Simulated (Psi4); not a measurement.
**C2H8Si (dimethylsilane): CCSD(T)/def2-SVP**

Aim: the vertical ionisation energy of C2H8Si (dimethylsilane) at CCSD(T)/def2-SVP, from 2 runs. 

The results are computed with Psi4 1.11.

### Step 1. The molecule

C2H8Si has 11 atoms, charge 0, and is taken as a singlet. As SMILES, `C[SiH2]C`. The coordinates come from a PBE0-D4/def2-TZVP relaxation.

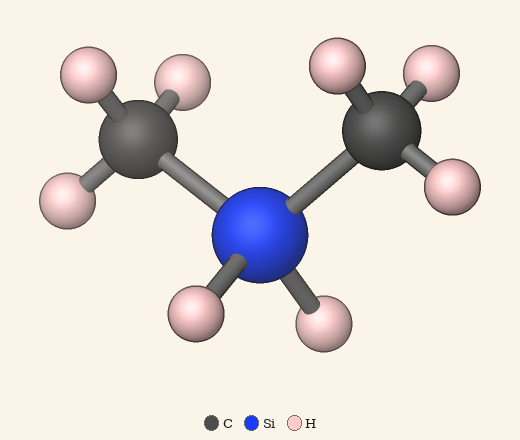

Viewed from a chosen angle; carbon dark grey, silicon blue, hydrogen pink.

### Step 2. A single-point energy at CCSD(T)/def2-SVP

The input, calc.in:

```
memory 1600 MB

molecule {
  0 1
  C     -1.98459038     1.82774311    -1.24948691
  Si    -0.58430332    -1.23436910    -0.16554001
  C      2.54470520    -0.74133956     1.40916877
  H     -3.80930992     1.52482001    -2.16581511
  H     -0.74020572     2.76769288    -2.60366465
  H     -2.27693101     3.10841050     0.34411913
  H     -0.26437268    -2.95590960    -2.37368499
  H     -2.35289800    -2.49311568     1.63140056
  H      3.88943431     0.14210740     0.11413946
  H      3.34972853    -2.53601246     2.03599093
  H      2.35233108     0.48225811     3.06192324
  units au
  symmetry c1
  no_reorient
  no_com
}

set {
  puream          true
  e_convergence   1e-09
  d_convergence   1e-08
  scf_type        pk
  num_frozen_docc 7
}

result, w = energy("ccsd(t)/def2-SVP", return_wfn=True)
```

On the command line:

```sh
$ psi4 -n 1 calc.in calc.out
```

calc.out:

```text
[...]
  Running in c1 symmetry.
[...]
  Nuclear repulsion =  114.158504277764436
[...]
  Multiplicity = 1
[...]
  Nalpha       = 17
  Nbeta        = 17
[...]
    Number of basis functions: 86
[...]
   @RHF iter   1:  -369.07881981948162   -5.96754e-01   4.78143e-03 ADIIS/DIIS
[...]
   @RHF iter  10:  -369.19228020099445   -1.98952e-12   1.77854e-09 DIIS
[...]
    Orbital Energies [Eh]
    ---------------------
    Doubly Occupied:
       1A    -68.738098     2A    -11.210626     3A    -11.210599
       4A     -6.110137     5A     -4.220389     6A     -4.220282
       7A     -4.220136     8A     -0.950968     9A     -0.919353
      10A     -0.669828    11A     -0.572584    12A     -0.568340
      13A     -0.547556    14A     -0.547357    15A     -0.452922
      16A     -0.448658    17A     -0.443208
[...]
  @RHF Final Energy:  -369.19228020099445
   => Energetics <=
    Nuclear Repulsion Energy =            114.1585042777644361
    One-Electron Energy =                -734.5994894379884954
    Two-Electron Energy =                 251.2487049592295705
    Total Energy =                       -369.1922802009944462
[...]
 Multipole Moments:
 ------------------------------------------------------------------------------------
     Multipole            Electronic (a.u.)      Nuclear  (a.u.)        Total (a.u.)
 ------------------------------------------------------------------------------------
 L = 1.  Multiply by 2.5417464519 to convert [e a0] to [Debye]
 Dipole X            :          4.7960325           -4.6717810            0.1242515
 Dipole Y            :         10.9785195          -10.7224949            0.2560246
 Dipole Z            :          1.3503090           -1.3150604            0.0352486
 Magnitude           :                                                    0.2867568
[...]
      * MP2 total energy                      = -369.592142769202724
[...]
      * CCSD total energy                     = -369.645431882728360
[...]
      * CCSD(T) total energy                  = -369.657130584646666
[...]
```

Wall time 15 s (1 thread of Intel Xeon 6975P-C (Granite Rapids), shared host); peak memory 0.53 GiB.

### Step 3. The doublet cation at the same level

The input, calc.py:

```python
import psi4

psi4.set_memory(1600000000)
psi4.set_num_threads(1)
psi4.set_output_file('output.dat', False)

m = psi4.geometry("""
1 2
C     -1.050200     0.967200    -0.661200
Si    -0.309200    -0.653200    -0.087600
C      1.346600    -0.392300     0.745700
H     -2.015800     0.806900    -1.146100
H     -0.391700     1.464600    -1.377800
H     -1.204900     1.644900     0.182100
H     -0.139900    -1.564200    -1.256100
H     -1.245100    -1.319300     0.863300
H      2.058200     0.075200     0.060400
H      1.772600    -1.342000     1.077400
H      1.244800     0.255200     1.620300
symmetry c1
""")

options = {'basis': 'def2-SVP', 'reference': 'uhf', 'puream': True, 'e_convergence': 1e-09, 'd_convergence': 1e-08, 'scf_type': 'pk', 'num_frozen_docc': 7, 'maxiter': 200}
psi4.set_options(options)

e_tot, wfn = psi4.energy('ccsd(t)', molecule=m, return_wfn=True)
print(f'ccsd(t) energy: {e_tot:.10f} Eh')
```

On the command line:

```sh
$ python calc.py
```

output.dat:

```text
[...]
  Running in c1 symmetry.
[...]
  Nuclear repulsion =  114.158504220796615
[...]
  Multiplicity = 2
[...]
  Nalpha       = 17
  Nbeta        = 16
[...]
    Number of basis functions: 86
[...]
   @UHF iter   1:  -368.65088829111107   -1.68822e-01   4.74139e-03 ADIIS/DIIS
[...]
   @UHF iter  17:  -368.78222898108180    3.29692e-12   7.26455e-09 DIIS
[...]
   @S^2 Observed:                8.021157072E-01
[...]
    Orbital Energies [Eh]
    ---------------------
    Alpha Occupied:
       1A    -69.015994     2A    -11.409149     3A    -11.409120
       4A     -6.389882     5A     -4.505750     6A     -4.496961
       7A     -4.496492     8A     -1.161474     9A     -1.115810
      10A     -0.982177    11A     -0.865177    12A     -0.763515
      13A     -0.744721    14A     -0.741744    15A     -0.740323
      16A     -0.701894    17A     -0.651907
    Alpha Virtual:
      18A     -0.044417    19A     -0.034805    20A     -0.019805
      21A      0.016603    22A      0.050243    23A      0.076495
      24A      0.081238    25A      0.094908    26A      0.105701
[...]
  @UHF Final Energy:  -368.78222898108180
   => Energetics <=
    Nuclear Repulsion Energy =            114.1585042207966154
    One-Electron Energy =                -726.5453502892643201
    Two-Electron Energy =                 243.6046170873858614
    Total Energy =                       -368.7822289810818006
  UHF NO Occupations:
  HONO-2 :   15  A 1.9996482
  HONO-1 :   16  A 1.9742531
[...]
 Multipole Moments:
 ------------------------------------------------------------------------------------
     Multipole            Electronic (a.u.)      Nuclear  (a.u.)        Total (a.u.)
 ------------------------------------------------------------------------------------
 L = 1.  Multiply by 2.5417464519 to convert [e a0] to [Debye]
 Dipole X            :         -1.1182835            0.6948138           -0.4234698
 Dipole Y            :         -2.2987756            1.4281526           -0.8706230
 Dipole Z            :         -0.3172447            0.1971487           -0.1200960
 Magnitude           :                                                    0.9755686
[...]
      * MP2 total energy                      = -369.164637374491235
[...]
      * CCSD total energy                     = -369.218876737257744
[...]
      * CCSD(T) total energy                     = -369.232112719198824
```

The script printed:

```text
ccsd(t) energy: -369.2321127192 Eh
```

It took 64 s on 1 thread of Intel Xeon 6975P-C (Granite Rapids), shared host; peak memory 0.58 GiB.

### Step 4. Summary of results

Level: CCSD(T)/def2-SVP, 7 core orbitals frozen.

| quantity | value |
| --- | --- |
| singlet C2H8Si: total energy | -369.65713 Eh |
| singlet C2H8Si: HOMO energy (Hartree–Fock orbitals) | -12.06 eV |
| singlet C2H8Si: LUMO energy (Hartree–Fock orbitals) | 4.49 eV |
| singlet C2H8Si: HOMO–LUMO gap (Hartree–Fock orbitals) | 16.55 eV |
| singlet C2H8Si: correlation energy (7 core orbitals frozen) | -464.9 mEh |
| singlet C2H8Si: (T) correction | -11.70 mEh |
| singlet C2H8Si: T1 diagnostic | 0.008 |
| doublet cation: total energy | -369.23211 Eh |
| doublet cation: HOMO energy (Hartree–Fock orbitals) (highest over α and β) | -17.64 eV |
| doublet cation: LUMO energy (Hartree–Fock orbitals) (lowest over α and β) | -9.97 eV |
| doublet cation: correlation energy (7 core orbitals frozen) | -449.9 mEh |
| doublet cation: (T) correction | -13.24 mEh |
| doublet cation: ⟨S²⟩ of the reference determinant | 0.802 |
| doublet cation: T1 diagnostic | 0.032 |
| vertical ionisation energy (to the doublet cation) | 11.565 eV |

Removing an electron at fixed nuclei costs 11.57 eV (267 kcal/mol). The triples (singlet C2H8Si) make up 2.5 % of the correlation energy. The triples (doublet cation) make up 2.9 % of the correlation energy.
